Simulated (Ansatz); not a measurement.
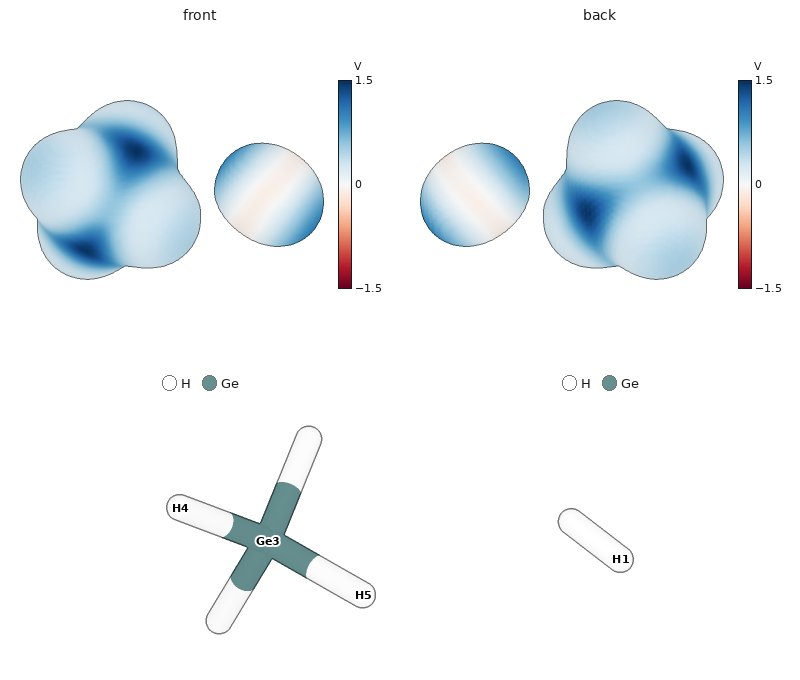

Figure 1: GeH$_{6}$. The molecular electrostatic potential painted on the density surface at 0.004 e/bohr³, seen from the front and from behind; red is negative and blue positive. The bare structure is drawn below in the same view.

At this geometry the atoms fall into two loosely joined parts.

Theory: RKS PBE-D4/def2-SVP in Ansatz.

```yaml
atoms:
  - { symbol: H, position_ang: [0.0393, -0.1531, -3.2391] }
  - { symbol: H, position_ang: [-0.2223, 0.2157, -2.6175] }
  - { symbol: Ge, position_ang: [0.0372, -0.0128, 1.1712] }
  - { symbol: H, position_ang: [0.6954, 1.0178, 2.1196] }
  - { symbol: H, position_ang: [0.8842, -0.1448, -0.1169] }
  - { symbol: H, position_ang: [-1.3890, 0.4633, 0.8034] }
  - { symbol: H, position_ang: [-0.0449, -1.3863, 1.8793] }
```

Describe the electrostatic potential map.

The most negative region (about −0.1 V) lies over H1 and H2, the most positive (about +1.5 V, or +35 kcal/mol for a unit charge) over Ge3.
